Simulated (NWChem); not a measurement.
# One shape, several levels: doublet [BHOF2]+

Aim: a comparison of 3 runs (UCAM-B3LYP/def2-SVPD, U-wB97X/def2-SVPD, UB2PLYP/def2-SVPD) of doublet [BHOF2]+. 

The results are computed with NWChem 7.3.0.

### 1 The structure to begin with

[BHOF2]+: 5 atoms, total charge +1, spin state doublet. As SMILES of the parent species, `OB(F)F`. The shape is that of a PBE0-D4/def2-TZVP optimisation. That shape belongs to the parent species and isn't relaxed for this state.

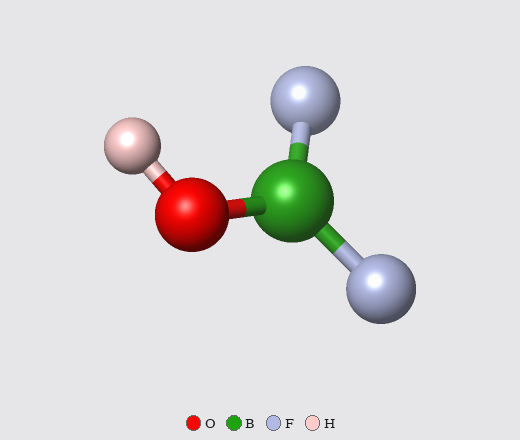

The structure, seen from a chosen angle (oxygen red, boron green, fluorine light blue, hydrogen pink).

### 2 A single-point energy at UCAM-B3LYP/def2-SVPD (run 1)

run.nw

```
start run
memory 2200 mb
charge 1

geometry noautosym nocenter noautoz
  O      0.038630     1.000750     0.174310
  B      0.105760    -0.342460     0.137210
  F      0.731030    -0.986880     1.100700
  F     -0.439530    -1.051930    -0.843330
  H     -0.435890     1.380520    -0.568880
end

basis spherical bse
  * library def2-SVPD
end

dft
  xc xcamb88 1.00 lyp 0.81 vwn_5 0.19 hfexch 1.00
  cam 0.33 cam_alpha 0.19 cam_beta 0.46
  mult 2
  grid fine
  convergence energy 1e-08
  direct
  iterations 100
  mulliken
  print low
end

task dft
```

Command:

```
nwchem run.nw > run.out
```

The program printed:

```text
[...]
 d= 0,ls=0.0,diis     1   -299.4926726555 -4.12D+02  1.18D-02  6.54D-01     3.6
[...]
 d= 0,ls=0.0,diis    16   -299.7372807588 -8.04D-09  1.10D-07  2.89D-11    54.5
[...]
         Total DFT energy =     -299.737280758827
      One electron energy =     -629.172057133703
           Coulomb energy =      250.234896309090
    Exchange-Corr. energy =      -33.525726816490
 Nuclear repulsion energy =      112.725606882276
[...]
      Total Density - Mulliken Population Analysis
     ---------------------------------------------
    Atom       Charge   Shell Charges
 -----------   ------   -------------------------------------------------------
    1 O    8     7.83   1.99  1.15  0.54  0.10  2.81  1.16  0.08  0.01 -0.00
    2 B    5     4.04   1.98  0.75 -0.48  0.02  1.58 -0.12  0.29  0.01
    3 F    9     9.18   1.99  1.15  0.70  0.16  3.34  1.72  0.11  0.01  0.00
    4 F    9     9.23   1.99  1.15  0.71  0.15  3.35  1.75  0.12  0.01  0.00
    5 H    1     0.72   0.64  0.01  0.07 -0.00
[...]
      <S2> =      0.7560 (Exact =     0.7500)
[...]
```

Wall time 55 s (1 thread of Intel Xeon 6975P-C (Granite Rapids), shared host); peak memory 0.11 GiB.

### 3 A single-point energy at U-wB97X/def2-SVPD (run 2)

run.py

```python
from ase import Atoms
from ase.calculators.nwchem import NWChem

molecule = Atoms(['O', 'B', 'F', 'F', 'H'], positions=[
    [0.038630, 1.000750, 0.174310],
    [0.105760, -0.342460, 0.137210],
    [0.731030, -0.986880, 1.100700],
    [-0.439530, -1.051930, -0.843330],
    [-0.435890, 1.380520, -0.568880],
])

calc = NWChem(
    label='mymol',
    theory='dft',
    memory='2200 mb',
    basis='def2-SVPD',
    basispar='spherical bse',
    charge=1,
    dft={'xc': 'wb97x', 'mult': '2', 'grid': 'fine', 'convergence': 'energy 1e-08', 'iterations': '100', 'mulliken': None},
    task='energy',
)
molecule.calc = calc

e = molecule.get_potential_energy()
print(f"E = {e:.6f} eV")
```

Command:

```
export ASE_NWCHEM_COMMAND="nwchem PREFIX.nwi > PREFIX.nwo"
python run.py
```

The program printed:

```text
E = -8156.523345 eV
```

The calculator wrote mymol.nwi:

```
title "mymol"

permanent_dir mymol

scratch_dir mymol

start mymol

geometry units angstrom nocenter noautosym noautoz
  O  3.8629999999999998e-02 1.0007500000000000e+00 1.7430999999999999e-01
  B  1.0576000000000001e-01 -3.4245999999999999e-01 1.3721000000000000e-01
  F  7.3102999999999996e-01 -9.8687999999999998e-01 1.1007000000000000e+00
  F  -4.3952999999999998e-01 -1.0519300000000000e+00 -8.4333000000000002e-01
  H  -4.3589000000000000e-01 1.3805200000000000e+00 -5.6888000000000005e-01
end

charge 1

memory 2200 mb

basis spherical bse noprint
   * library def2-SVPD
end

dft
  xc wb97x
  mult 2
  grid fine
  convergence energy 1e-08
  iterations 100
  mulliken
end

task dft energy
```

mymol.nwo:

```text
Northwest Computational Chemistry Package (NWChem) 7.3.0
             --------------------------------------------------------

           Job information
           ---------------

    nwchem branch   = 7.3.0
    use scalapack   = T
    input           = mymol.nwi
    prefix          = mymol.
    data base       = mymol/mymol.db
    status          = startup
    nproc           =        1

           Memory information
           ------------------

    heap     =     72089594 doubles =      550.0 Mbytes
    stack    =     72089599 doubles =      550.0 Mbytes
    global   =    144179200 doubles =     1100.0 Mbytes (distinct from heap & stack)
    total    =    288358393 doubles =     2200.0 Mbytes
    verify   = yes
    hardfail = no

[... 99 lines left out ...]
  convergence criterion.
[... 18 lines left out ...]
          Convergence on gradient requested:  5.00D-04
[... 32 lines left out ...]
          Convergence aids based upon iterative change in
[... 30 lines left out ...]
 1-e energy   =    -617.093647
[... 53 lines left out ...]
         Total DFT energy =     -299.746706682427
[... 2 lines left out ...]
    Exchange-Corr. energy =      -33.544207180416
[... 691 lines left out ...]
                     DFT Final Beta Molecular Orbital Analysis
[... 781 lines left out ...]
 center of mass
 --------------
 x =   0.19699073 y =  -0.71874821 z =   0.24663193

 moments of inertia (a.u.)
 ------------------
         305.797138912227           9.612951964666         -78.379153274338
           9.612951964666         178.083389837818          -3.480951021881
         -78.379153274338          -3.480951021881         223.734516835597

     Multipole analysis of the density
     ---------------------------------

     L   x y z        total         alpha         beta         nuclear
     -   - - -        -----         -----         ----         -------
     0   0 0 0      1.000000    -16.000000    -15.000000     32.000000

     1   1 0 0     -0.274915     -3.056473     -2.935713      5.717271
[... 8 lines of this table left out ...]
     2   0 0 2    -13.511010    -39.358977    -38.308142     64.156109

 Task  times  cpu:       49.6s     wall:       49.6s
 Total times  cpu:       49.7s     wall:       49.7s
```

Run time: 51 s. Hardware: 1 thread of Intel Xeon 6975P-C (Granite Rapids), shared host; peak memory 0.11 GiB.

### 4 A single-point energy at UB2PLYP/def2-SVPD (run 3)

mymol.nw

```
start mymol
memory stack 880 mb heap 220 mb global 1100 mb
charge 1

geometry units angstroms noautosym nocenter noautoz
 O        0.038630       1.000750       0.174310
 B        0.105760      -0.342460       0.137210
 F        0.731030      -0.986880       1.100700
 F       -0.439530      -1.051930      -0.843330
 H       -0.435890       1.380520      -0.568880
end

basis spherical bse
 * library def2-SVPD
end

dft
 xc hfexch 0.53 becke88 0.47 lyp 0.73 mp2 0.27
 dftmp2 semidirect
 mult 2
 grid fine
 convergence energy 1e-08
 iterations 100
 mulliken
end

mp2
 freeze core 4
end

task dft
```

Command:

```
nwchem mymol.nw > mymol.out
```

The program printed:

```text
[...]
          Wavefunction type:  spin polarized.
          No. of atoms     :     5
          No. of electrons :    31
[...]
          Charge           :     1
          Spin multiplicity:     2
[...]
          AO basis - number of functions:    97
[...]
              XC Information
              --------------
                     Hartree-Fock (Exact) Exchange  0.530
                    Becke 1988 Exchange Functional  0.470
              Lee-Yang-Parr Correlation Functional  0.730
[...]
 d= 0,ls=0.0,diis     1   -299.1677001589 -4.12D+02  9.72D-03  6.15D-01     1.4
[...]
 d= 0,ls=0.5,diis    27   -299.3921806453 -6.60D-09  4.45D-08  3.44D-09    32.4
[...]
         Total DFT energy =     -299.392180648330
      One electron energy =     -629.265097630865
           Coulomb energy =      250.382265767726
    Exchange-Corr. energy =      -33.234955667467
 Nuclear repulsion energy =      112.725606882276
[...]
      Total Density - Mulliken Population Analysis
     ---------------------------------------------
    Atom       Charge   Shell Charges
 -----------   ------   -------------------------------------------------------
    1 O    8     7.91   1.99  1.16  0.56  0.12  2.78  1.19  0.09  0.01 -0.00
    2 B    5     3.84   1.99  0.69 -0.50  0.02  1.49 -0.18  0.30  0.03
    3 F    9     9.28   1.99  1.15  0.72  0.13  3.34  1.81  0.12  0.01  0.00
    4 F    9     9.30   1.99  1.15  0.73  0.13  3.34  1.84  0.12  0.01  0.00
    5 H    1     0.68   0.64 -0.02  0.07 -0.01
[...]
      <S2> =      0.7558 (Exact =     0.7500)
[...]
  Basis functions       =     97
[...]
```

It took 37 s on 1 thread of Intel Xeon 6975P-C (Granite Rapids), shared host; peak memory 0.27 GiB.

### 5 The series

```tsv
run	level	frozen core orbitals	energy (Eh)	⟨S²⟩	wall time
1	UCAM-B3LYP/def2-SVPD	–	-299.737281	0.756	55 s
2	U-wB97X/def2-SVPD	–	-299.746707	0.756	51 s
3	UB2PLYP/def2-SVPD	4	-299.592343	0.756	37 s
```

### 6 Outcome

| quantity | value |
| --- | --- |
| run 3: total energy | -299.59234 Eh |
| run 3: HOMO energy (SCF part's orbitals) (highest over α and β) | -21.16 eV |
| run 3: LUMO energy (SCF part's orbitals) (lowest over α and β) | -14.78 eV |
| run 3: ⟨S²⟩ | 0.756 |

**Reading.** Totals of different functionals can't be ranked against each other. All runs together took 2.4 min, the longest 55 s.
